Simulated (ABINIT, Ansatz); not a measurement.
## Lattice dynamics of AlIn (Fm-3m) in two programs

Aim: the phonon dispersion of AlIn (Fm-3m), checked by a second program.

Method: DFT LDA, scalar-relativistic, plane waves, HGH norm-conserving pseudopotentials, in ABINIT 10.8.3.

The structure was built from a prototype and need not be the compound's stable phase.

## 1. The structure

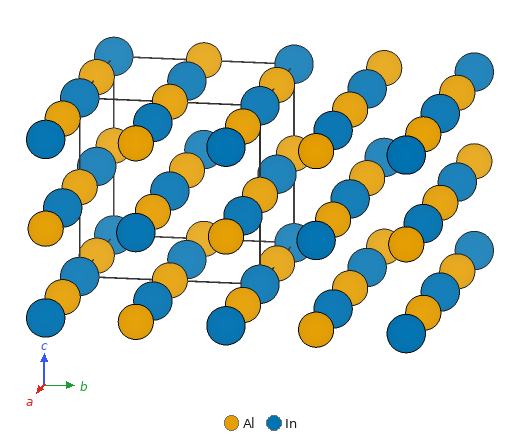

The cell as given, slightly off an axis (aluminium orange, indium blue). 2×2×1 cells are drawn. This picture shows the conventional cell, with its axes. Some periodic images of atoms are drawn too.

## 2. Relaxation

The harmonic expansion needs vanishing forces, and a free crystal bears no stress, so cell and atoms are brought to rest. Stress is more sensitive to the basis than forces are: the last 3 Ha under the cutoff are smoothed with ecutsm, and the cutoff is raised above that of the later runs.

The starting cell comes from a relaxation made beforehand in Ansatz (LDA, PseudoDojo NC).

relax.abi

```
# relaxation
ionmov 2
optcell 2
dilatmx 1.08
ntime 40
tolmxf 1.0d-05
tolvrs 1.0d-14
prtwf 0
prtden 0
chksymtnons 0

# basis, mesh and filling
ecut 26.0
ecutsm 3.0
ixc 7
ngkpt 10 10 10
nshiftk 1
shiftk 0.0 0.0 0.0
istwfk *1
occopt 7
tsmear 0.01
nband 8
nstep 100
diemac 1000000.0
prtebands 0
prtgsr 0
useylm 1

# cell and atoms
acell 7.539354828 7.539354828 7.539354828
rprim 
    0.0 0.7071067812 0.7071067812
    0.7071067812 0.0 0.7071067812
    0.7071067812 0.7071067812 0.0
ntypat 2
znucl 13 49
natom 2
typat 1 2
xred 
    0.5 0.5 0.5
    0.0 0.0 0.0
pp_dirpath "./pseudo"
pseudos "Al.hgh, In.hgh"
```

On the command line:

```bash
> OMP_NUM_THREADS=1 mpirun -n 4 abinit relax.abi > relax.log
```

Numbers of over 12 decimals in the logs are rounded to 6 here.

relax.abo, the main output file:

```text
[banners, grids, parts of the stress and lines that vanish by symmetry left out]
- input  file    -> relax.abi
- output file    -> relax.abo
- root for input  files -> relaxi
[...]
Symmetries : space group Fm -3 m (#225); Bravais cF (face-center cubic)
[...]
mpw =        2450          nfft =       64000          nkpt =          47
[...]
== DATASET  1 ==================================================================
[...]
cutoff_energies: {ecut:  26.0, pawecutdg:  -1.0, }
[...]
Exchange-correlation functional for the present dataset will be:
  LDA: Perdew-Wang 92 LSD fit to Ceperley-Alder data - ixc=7
[...]
ETOT  1  -4.129129    -4.129E+00 1.829E-02 6.025E+01
 ETOT  2  -4.137855    -8.726E-03 4.110E-04 2.514E+00
 ETOT  3  -4.138035    -1.806E-04 1.721E-04 1.696E-02
 ETOT  4  -4.138037    -1.454E-06 3.128E-04 1.002E-03
 ETOT  5  -4.138037    -7.150E-08 1.117E-04 6.174E-06
[...]
At SCF step   10       vres2   =  9.14E-17 < tolvrs=  1.00E-14 =>converged.
[...]
sigma(1 1)=  3.96282868E-05  sigma(3 2)=  0.00000000E+00
  sigma(2 2)=  3.96282868E-05  sigma(3 1)=  0.00000000E+00
  sigma(3 3)=  3.96282868E-05  sigma(2 1)=  0.00000000E+00
[...]
convergence: {deltae:  0.000E+00, res2:  9.135E-17, residm:  1.896E-05, diffor: null, }
etotal    :  -4.13803701E+00
[...]
ETOT  1  -4.138077    -4.138E+00 2.445E-02 2.227E-04
[...]
At SCF step    7       vres2   =  2.41E-16 < tolvrs=  1.00E-14 =>converged.
[...]
sigma(1 1)=  3.37547529E-05  sigma(3 2)=  0.00000000E+00
  sigma(2 2)=  3.37547529E-05  sigma(3 1)=  0.00000000E+00
  sigma(3 3)=  3.37547529E-05  sigma(2 1)=  0.00000000E+00
[...]
convergence: {deltae: -7.727E-14, res2:  2.414E-16, residm:  5.250E-07, diffor: null, }
etotal    :  -4.13807663E+00
[...]
ETOT  1  -4.138176    -4.138E+00 9.250E-02 7.022E-03
[...]
At SCF step    8       vres2   =  6.43E-17 < tolvrs=  1.00E-14 =>converged.
[...]
sigma(1 1)= -1.29477366E-06  sigma(3 2)=  0.00000000E+00
  sigma(2 2)= -1.29477366E-06  sigma(3 1)=  0.00000000E+00
  sigma(3 3)= -1.29477366E-06  sigma(2 1)=  0.00000000E+00
[...]
convergence: {deltae:  6.839E-14, res2:  6.431E-17, residm:  7.824E-08, diffor: null, }
etotal    :  -4.13817622E+00
[...]
ETOT  1  -4.138176    -4.138E+00 3.325E-06 9.600E-06
[...]
ETOT  5  -4.138176     4.707E-14 5.873E-09 6.415E-14
 ETOT  6  -4.138176    -8.260E-14 2.530E-08 9.682E-16
 At SCF step    6       vres2   =  9.68E-16 < tolvrs=  1.00E-14 =>converged.
[...]
sigma(1 1)=  3.90365153E-08  sigma(3 2)=  0.00000000E+00
  sigma(2 2)=  3.90365153E-08  sigma(3 1)=  0.00000000E+00
  sigma(3 3)=  3.90365153E-08  sigma(2 1)=  0.00000000E+00
[...]
convergence: {deltae: -8.260E-14, res2:  9.682E-16, residm:  2.530E-08, diffor: null, }
etotal    :  -4.13817636E+00
[...]
At Broyd/MD step   4, gradients are converged :
[...]
sigma(1 1)=  3.90365153E-08  sigma(3 2)=  0.00000000E+00
  sigma(2 2)=  3.90365153E-08  sigma(3 1)=  0.00000000E+00
  sigma(3 3)=  3.90365153E-08  sigma(2 1)=  0.00000000E+00
[...]
- sigma(1 1)=  1.14849393E-03  sigma(3 2)=  0.00000000E+00
- sigma(2 2)=  1.14849393E-03  sigma(3 1)=  0.00000000E+00
- sigma(3 3)=  1.14849393E-03  sigma(2 1)=  0.00000000E+00
[...]
fcart     -0.0000000000E+00 -0.0000000000E+00 -0.0000000000E+00
           strten      3.9036515338E-08  3.9036515338E-08  3.9036515338E-08
================================================================================

[key lines of the parts left out:]
pressure_GPa:  -1.1485E-03
Total energy (etotal) [Ha]= -4.13817635537264E+00
```

Run time: 20 s. Hardware: 4 MPI ranks of Arm Neoverse V2, shared host.

Relaxation path:

| step | energy less that of the first step (eV) | largest force (eV/Å) | volume (Å³) |
| --- | --- | --- | --- |
| 1 | 0.0000 | 0.0000 | 44.90 |
| 2 | -0.0011 | 0.0000 | 44.74 |
| 3 | -0.0038 | 0.0000 | 43.85 |
| 4 | -0.0038 | 0.0000 | 43.89 |

| conventional cell, symmetrised | before | after | change |
| --- | --- | --- | --- |
| a (Å) | 5.642 | 5.599 | -0.8 % |
| b (Å) | 5.642 | 5.599 | -0.8 % |
| c (Å) | 5.642 | 5.599 | -0.8 % |
| volume (Å³/atom) | 22.45 | 21.94 | -2.3 % |

Final coordinates:

```
Al In
1.0
     0.00000    2.79962    2.79962
     2.79962    0.00000    2.79962
     2.79962    2.79962    0.00000
Al In
1 1
Direct
  0.50000 0.50000 0.50000
  0.00000 0.00000 0.00000
```

Read from the output:

```
volume per atom   : 21.94 Å³
pressure          : -0.001148 GPa
gap on the k-mesh : 0 eV
```

The volume changes by -2.3 % from the cell with which this run began.

## 3. Ground state

First-order wavefunctions inherit every error of the ground state, hence the very tight tolvrs. Occupations are smeared.

gs.abi

```
# ground state
tolvrs 1.0d-16
prtden 1
prtwf 1

# basis, mesh and filling
ecut 20.0
ixc 7
ngkpt 12 12 12
nshiftk 1
shiftk 0.0 0.0 0.0
istwfk *1
occopt 7
tsmear 0.01
nband 8
nstep 100
diemac 1000000.0
prtebands 0
prtgsr 0
useylm 1

# cell and atoms
acell 7.48191673 7.48191673 7.48191673
rprim 
    0.0 0.7071067812 0.7071067812
    0.7071067812 0.0 0.7071067812
    0.7071067812 0.7071067812 0.0
ntypat 2
znucl 13 49
natom 2
typat 1 2
xred 
    0.5 0.5 0.5
    0.0 0.0 0.0
pp_dirpath "./pseudo"
pseudos "Al.hgh, In.hgh"
```

On the command line:

```bash
> OMP_NUM_THREADS=1 mpirun -n 4 abinit gs.abi > gs.log
```

gs.abo, the main output file:

```text
[banners, grids, parts of the stress and lines that vanish by symmetry left out]
- input  file    -> gs.abi
- output file    -> gs.abo
- root for input  files -> gsi
[...]
Symmetries : space group Fm -3 m (#225); Bravais cF (face-center cubic)
[...]
mpw =        1284          nfft =       32768          nkpt =          72
[...]
== DATASET  1 ==================================================================
[...]
cutoff_energies: {ecut:  20.0, pawecutdg:  -1.0, }
[...]
Exchange-correlation functional for the present dataset will be:
  LDA: Perdew-Wang 92 LSD fit to Ceperley-Alder data - ixc=7
[...]
ETOT  1  -4.130722    -4.131E+00 1.301E-02 2.985E+01
 ETOT  2  -4.138083    -7.360E-03 3.968E-03 1.189E+00
 ETOT  3  -4.138245    -1.622E-04 3.224E-04 8.131E-03
 ETOT  4  -4.138246    -1.307E-06 3.923E-04 2.967E-04
 ETOT  5  -4.138246    -3.957E-08 6.976E-04 2.673E-06
[...]
ETOT  9  -4.138246     2.842E-14 9.139E-05 6.979E-15
 ETOT 10  -4.138246     5.329E-15 1.780E-05 2.251E-17
 At SCF step   10       vres2   =  2.25E-17 < tolvrs=  1.00E-16 =>converged.
[...]
sigma(1 1)= -1.33294460E-06  sigma(3 2)=  0.00000000E+00
  sigma(2 2)= -1.33294460E-06  sigma(3 1)=  0.00000000E+00
  sigma(3 3)= -1.33294460E-06  sigma(2 1)=  0.00000000E+00
[...]
convergence: {deltae:  5.329E-15, res2:  2.251E-17, residm:  1.780E-05, diffor: null, }
etotal    :  -4.13824624E+00
[...]
sigma(1 1)= -1.33294460E-06  sigma(3 2)=  0.00000000E+00
  sigma(2 2)= -1.33294460E-06  sigma(3 1)=  0.00000000E+00
  sigma(3 3)= -1.33294460E-06  sigma(2 1)=  0.00000000E+00
[...]
- sigma(1 1)= -3.92165842E-02  sigma(3 2)=  0.00000000E+00
- sigma(2 2)= -3.92165842E-02  sigma(3 1)=  0.00000000E+00
- sigma(3 3)= -3.92165842E-02  sigma(2 1)=  0.00000000E+00
[...]
fcart     -0.0000000000E+00 -0.0000000000E+00 -0.0000000000E+00
           strten     -1.3329446028E-06 -1.3329446028E-06 -1.3329446028E-06
================================================================================

[key lines of the parts left out:]
pressure_GPa:   3.9217E-02
```

The job ended after 3.7 s (4 MPI ranks; 14 s of CPU time).

Read from the output:

| Quantity | Value |
| --- | --- |
| pressure | 0.03922 GPa |

The cell stands at 0.039 GPa, close enough for phonons.

## 4. Linear response at Γ

At q = 0 one unit cell holds all displacements. The response is solved for single atoms along the cell's directions, and symmetry skips those that follow from others. The crystal is treated as a metal, which screens a static field, so no field response is asked.

dfpt_gamma.abi

```

# common to the responses
getwfk_filepath "gso_WFK"
kptopt 2
nqpt 1
qpt 0.0 0.0 0.0
asr 0
chneut 0

# displacements
rfphon 1
rfatpol 1 2
rfdir 1 1 1
tolvrs 1.0d-10
prtwf 0
prtpot 1

# basis, mesh and filling
ecut 20.0
ixc 7
ngkpt 12 12 12
nshiftk 1
shiftk 0.0 0.0 0.0
istwfk *1
occopt 7
tsmear 0.01
nband 8
nstep 100
diemac 1000000.0
prtebands 0
prtgsr 0
useylm 1

# cell and atoms
acell 7.48191673 7.48191673 7.48191673
rprim 
    0.0 0.7071067812 0.7071067812
    0.7071067812 0.0 0.7071067812
    0.7071067812 0.7071067812 0.0
ntypat 2
znucl 13 49
natom 2
typat 1 2
xred 
    0.5 0.5 0.5
    0.0 0.0 0.0
pp_dirpath "./pseudo"
pseudos "Al.hgh, In.hgh"
```

On the command line:

```bash
> OMP_NUM_THREADS=1 mpirun -n 4 abinit dfpt_gamma.abi > dfpt_gamma.log
```

dfpt_gamma.abo, the main output file:

```text
[banners, grids, parts of the stress and lines that vanish by symmetry left out]
- input  file    -> dfpt_gamma.abi
- output file    -> dfpt_gamma.abo
- root for input  files -> dfpt_gammai
- root for output files -> dfpt_gammao

 Symmetries : space group Fm -3 m (#225); Bravais cF (face-center cubic)
================================================================================
 Values of the parameters that define the memory need of the present run (RF).
     intxc =       0      iscf =       7    lmnmax =      14     lnmax =       6
     mgfft =      32  mpssoang =       3    mqgrid =    3001     natom =       2
  nloc_mem =       1    nspden =       1   nspinor =       1    nsppol =       1
      nsym =      48    n1xccc =       0    ntypat =       2    occopt =       7
   xclevel =       1
-    mband =           8        mffmem =           1         mkmem =         217
-   mkqmem =         217        mk1mem =         217           mpw =        1284
      nfft =       32768          nkpt =         868
- my_mband =           8
================================================================================
================================================================================

--------------------------------------------------------------------------------
------------- Echo of variables that govern the present computation ------------
--------------------------------------------------------------------------------
-
- outvars: echo of selected default values
-   iomode0 =  0 , fftalg0 =312 , wfoptalg0 =  0
-
- outvars: echo of global parameters not present in the input file
-  max_nthreads =    1
-
 -outvars: echo values of preprocessed input variables
 [... echo left out ...]
================================================================================

 chkinp: Checking input parameters for consistency.

[...]
== DATASET  1 ==================================================================
-   mpi_nproc: 4, omp_nthreads: 1 (-1 if OMP is not activated)

--- !DatasetInfo
iteration_state: {dtset: 1, }
dimensions: {natom: 2, nkpt: 868, mband: 8, nsppol: 1, nspinor: 1, nspden: 1, mpw: 1284, }
cutoff_energies: {ecut:  20.0, pawecutdg:  -1.0, }
electrons: {nelect:   6.00000000E+00, charge:   0.00000000E+00, occopt:   7.00000000E+00, tsmear:   1.00000000E-02, }
meta: {optdriver: 1, rfphon: 1, }
...

 mkfilename: getwfk from: gso_WFK

 Exchange-correlation functional for the present dataset will be:
  LDA: Perdew-Wang 92 LSD fit to Ceperley-Alder data - ixc=7
 Citation for XC functional:
  J.P.Perdew and Y.Wang, PRB 45, 13244 (1992)

 Real(R)+Recip(G) space primitive vectors, cartesian coordinates (Bohr,Bohr^-1):
 R(1)=  0.0000000  5.2905141  5.2905141  G(1)= -0.0945088  0.0945088  0.0945088
 R(2)=  5.2905141  0.0000000  5.2905141  G(2)=  0.0945088 -0.0945088  0.0945088
 R(3)=  5.2905141  5.2905141  0.0000000  G(3)=  0.0945088  0.0945088 -0.0945088
 Unit cell volume ucvol=  2.9615810E+02 bohr^3
 Angles (23,13,12)=  6.00000000E+01  6.00000000E+01  6.00000000E+01 degrees
 setup1 : take into account q-point for computing boxcut.

 getcut: wavevector=  0.0000  0.0000  0.0000  ngfft=  32  32  32
         ecut(hartree)=     20.000   => boxcut(ratio)=   2.12450

--- Pseudopotential description ------------------------------------------------
- pspini: atom type   1  psp file is ./pseudo/Al.hgh

- pspini: atom type   2  psp file is ./pseudo/In.hgh

   5.33344104E+01                                ecore*ucvol(ha*bohr**3)
--------------------------------------------------------------------------------

 ==>  initialize data related to q vector <==

 The list of irreducible perturbations for this q vector is:
    1)    idir= 1    ipert=   1
    2)    idir= 1    ipert=   2

[...]
The perturbation idir=   2  ipert=   1 is
 symmetric of a previously calculated perturbation.
 So, its SCF calculation is not needed.

 The perturbation idir=   3  ipert=   1 is
 symmetric of a previously calculated perturbation.
 So, its SCF calculation is not needed.

 The perturbation idir=   2  ipert=   2 is
 symmetric of a previously calculated perturbation.
 So, its SCF calculation is not needed.

 The perturbation idir=   3  ipert=   2 is
 symmetric of a previously calculated perturbation.
 So, its SCF calculation is not needed.

--------------------------------------------------------------------------------
 Perturbation wavevector (in red.coord.)   0.000000  0.000000  0.000000
 Perturbation : displacement of atom   1   along direction   1
 Found     4 symmetries that leave the perturbation invariant.

[...]
dfpt_looppert : total number of electrons, from k and k+q
  fully or partially occupied states are    6.000000E+00 and    6.000000E+00.
 Initialisation of the first-order wave-functions :
  ireadwf=   0

--- !BeginCycle
iteration_state: {dtset: 1, }
solver: {iscf: 7, nstep: 100, nline: 4, wfoptalg: 0, }
tolerances: {tolvrs: 1.00E-10, }
...

     iter   2DEtotal(Ha)        deltaE(Ha) residm    vres2
-ETOT  1   4.877326     -2.514E+01 7.064E-01 6.069E+03
 ETOT  2   2.040041     -2.837E+00 8.581E-02 4.089E+01
 ETOT  3   2.024786     -1.525E-02 3.018E-02 1.288E-01
 ETOT  4   2.024766     -2.026E-05 8.830E-04 2.685E-04
 ETOT  5   2.024766     -9.091E-08 2.760E-04 7.146E-07
[...]
At SCF step    8       vres2   =  5.00E-12 < tolvrs=  1.00E-10 =>converged.
[...]
Mean square residual over all n,k,spin=   16.889E-11; max=  22.316E-08

 Thirteen components of 2nd-order total energy (hartree) are
 1,2,3: 0th-order hamiltonian combined with 1st-order wavefunctions
     kin0=   3.38774651E+01 eigvalue=  -4.65383869E-01  local=  -3.32207976E+01
 4,5,6: 1st-order hamiltonian combined with 1st and 0th-order wfs
 loc psp =   3.56062742E+01  Hartree=   4.75902717E+00     xc=  -3.09985961E+00
 note that "loc psp" includes a xc core correction that could be resolved
 7,8,9: eventually, occupation + non-local contributions
    edocc=   2.81395953E+00     enl0=   2.33312478E+01   enl1=  -9.15975912E+01
 1-9 gives the relaxation energy (to be shifted if some occ is /=2.0)
   erelax=  -2.79956585E+01
 10,11,12 Non-relaxation  contributions : frozen-wavefunctions and Ewald
 fr.local=  -2.86314274E+01 fr.nonlo=   5.15260577E+01  Ewald=   7.12579372E+00
 13,14 Frozen wf xc core corrections (1) and (2)
 frxc 1  =   0.00000000E+00  frxc 2 =   0.00000000E+00
 Resulting in :
 2DEtotal=    0.2024765580E+01 Ha. Also 2DEtotal=    0.550966782495E+02 eV
    (2DErelax=   -2.7995658476E+01 Ha. 2DEnonrelax=    3.0020424056E+01 Ha)
    (  non-var. 2DEtotal :    2.0247655478E+00 Ha)

[...]
Perturbation wavevector (in red.coord.)   0.000000  0.000000  0.000000
 Perturbation : displacement of atom   2   along direction   1
 Found     4 symmetries that leave the perturbation invariant.

--------------------------------------------------------------------------------

--------------------------------------------------------------------------------

 dfpt_looppert : total number of electrons, from k and k+q
  fully or partially occupied states are    6.000000E+00 and    6.000000E+00.
 Initialisation of the first-order wave-functions :
  ireadwf=   0

--- !BeginCycle
iteration_state: {dtset: 1, }
solver: {iscf: 7, nstep: 100, nline: 4, wfoptalg: 0, }
tolerances: {tolvrs: 1.00E-10, }
...

     iter   2DEtotal(Ha)        deltaE(Ha) residm    vres2
-ETOT  1   3.865448     -2.864E+01 3.601E-01 4.524E+03
[...]
ETOT  6   2.024720     -7.677E-10 3.290E-06 9.367E-09
 ETOT  7   2.024720     -4.100E-12 1.289E-06 2.777E-11

 At SCF step    7       vres2   =  2.78E-11 < tolvrs=  1.00E-10 =>converged.
[...]
Mean square residual over all n,k,spin=   13.117E-10; max=  12.890E-07

 Thirteen components of 2nd-order total energy (hartree) are
 1,2,3: 0th-order hamiltonian combined with 1st-order wavefunctions
     kin0=   2.82580270E+01 eigvalue=  -1.66985789E-01  local=  -6.75087179E+00
 4,5,6: 1st-order hamiltonian combined with 1st and 0th-order wfs
 loc psp =  -1.91261725E+01  Hartree=   3.95298702E+00     xc=  -3.12331132E+00
 note that "loc psp" includes a xc core correction that could be resolved
 7,8,9: eventually, occupation + non-local contributions
    edocc=   3.26117749E+00     enl0=   5.05063550E+00   enl1=  -4.18371444E+01
 1-9 gives the relaxation energy (to be shifted if some occ is /=2.0)
   erelax=  -3.04816588E+01
 10,11,12 Non-relaxation  contributions : frozen-wavefunctions and Ewald
 fr.local=   3.05583609E+00 fr.nonlo=   2.23247488E+01  Ewald=   7.12579372E+00
 13,14 Frozen wf xc core corrections (1) and (2)
 frxc 1  =   0.00000000E+00  frxc 2 =   0.00000000E+00
 Resulting in :
 2DEtotal=    0.2024719841E+01 Ha. Also 2DEtotal=    0.550954336377E+02 eV
    (2DErelax=   -3.0481658764E+01 Ha. 2DEnonrelax=    3.2506378605E+01 Ha)
    (  non-var. 2DEtotal :    2.0247201416E+00 Ha)

[...]
---- first-order wavefunction calculations are completed ----

 ==> Compute Derivative Database <==

 [... matrices left out ...]
  Phonon wavevector (reduced coordinates) :  0.00000  0.00000  0.00000
 Phonon energies in Hartree :
   1.687650E-06  1.687651E-06  1.687653E-06  9.529962E-04  9.529962E-04
   9.529962E-04
 Phonon frequencies in cm-1    :
-  3.703965E-01  3.703966E-01  3.703969E-01  2.091585E+02  2.091585E+02
-  2.091585E+02

== END DATASET(S) ==============================================================
================================================================================

 -outvars: echo values of variables after computation
            acell      7.4819167300E+00  7.4819167300E+00  7.4819167300E+00 Bohr
           etotal      2.0247198412E+00
            fcart      0.0000000000E+00  0.0000000000E+00  0.0000000000E+00
           strten      0.0000000000E+00  0.0000000000E+00  0.0000000000E+00
================================================================================
```

The job ended after 18 s (4 MPI ranks; 70 s of CPU time).

Read from the output:

```yaml
largest_acoustic_frequency_at_the_zone_centre_before_the_sum_rule: 0.37 cm⁻¹
highest_optical_zone_centre_mode_no_lo_to_term: 209.2 cm⁻¹
lowest_optical_zone_centre_mode: 209.2 cm⁻¹
```

The acoustic modes at Γ come out as far as 0.4 cm⁻¹ from zero, where they should vanish, a small numerical error.

[end of part 1 of 3]

[Host names and launcher messages were left out of these logs when they were recorded.]

[Logs are printed without paths, hosts, clocks, repeated set-up lines and the standing remarks that a program may print on its own settings, such as how far it seeks lower states.]

[Hosts, paths, dates, database ids (printed as entryN), source tags and the programs' standing remarks are cut or masked in the printed files.]
